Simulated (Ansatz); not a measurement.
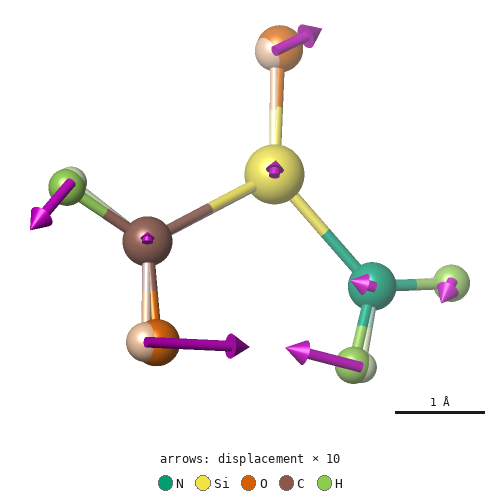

This is a relaxation of CH$_{3}$NO$_{2}$Si. The starting structure is drawn faded, the final one solid; purple arrows show the displacements, 10 times their true length. The two geometries are superimposed by the best rigid fit.

The picture is a ball-and-stick view, seen at a tilt.

The run prepares an end point of a later path (hydrogen shift) calculation, from a guessed geometry.

Theory: RKS CAM-B3LYP-D4/def2-SVP in Ansatz. Set-up: no spin polarisation; force threshold 0.02 eV/Å; at most 50 steps.

Question: Atoms of which element are displaced furthest, and by how much?

Answer: Oxygen: up to 0.13 Å, against 0.09 Å for hydrogen.

Question: What happened in the run?

Answer: An O atom moves most after the best rigid fit: 0.13 Å. By element the largest moves are O 0.13 Å, H 0.09 Å, N 0.03 Å, Si 0.02 Å, C 0.01 Å. Near-neighbour distances that change, for instance: O–Si 1.506 → 1.524 Å, N–Si 1.690 → 1.677 Å, C–H 1.110 → 1.119 Å, H–N 1.008 → 1.016 Å. Among the angles between lasting bonds that change: Si–C–O 124.7° → 118.6°, Si–C–H 115.7° → 120.5°, Si–N–H 122.1° → 119.7°. After 5 accepted moves (6 points after the start) the energy has fallen by 1.15 kcal/mol. The largest force component goes from 1.7 to 0.012 eV/Å. The line search rejected the trial step at point 5 of the run. Cost: 31 s on 2 threads of Intel(R) Xeon(R) Platinum 8488C (Sapphire Rapids) (shared host), peak memory 0.22 GiB.
